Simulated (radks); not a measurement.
Theory: scalar-relativistic Kohn-Sham, PBEsol, spin-polarised, spherical densities, finite nucleus (computed with the in-house radial solver radks). The occupation of the 4f shell is varied from Pr³⁺ ([Xe] 4f2 (high spin)) to Pr²⁺ ([Xe] 4f3 (high spin)), with spherical fractional occupations. Wanted, and plotted below: the total energy less the straight line between the end points, and the eigenvalue of 4f↑ (the dashed line is minus the energy to take the whole electron out).

The curve is convex (below the straight line), with the largest deviation among the points computed, −1.99 eV, at 0.5. The end points differ by 22.3 eV, the energy to take the electron out. The eigenvalue, which is the slope of the energy (Janak's theorem), moves from −30.5 eV at 0 to −14.6 eV at 1; for a straight line it would stay constant, and a parabola would sag by an eighth of this change, scaled to a whole electron, 1.99 eV. Convexity is the mark of the delocalisation error, which puts fractional charges too low; for p, d and f shells the spherical spreading of the fraction adds to it.

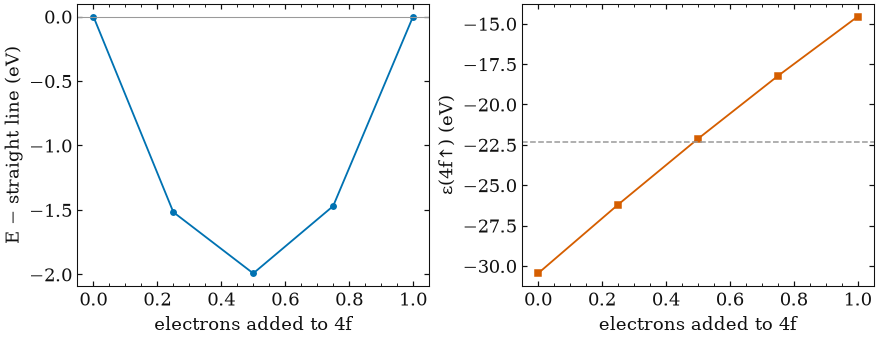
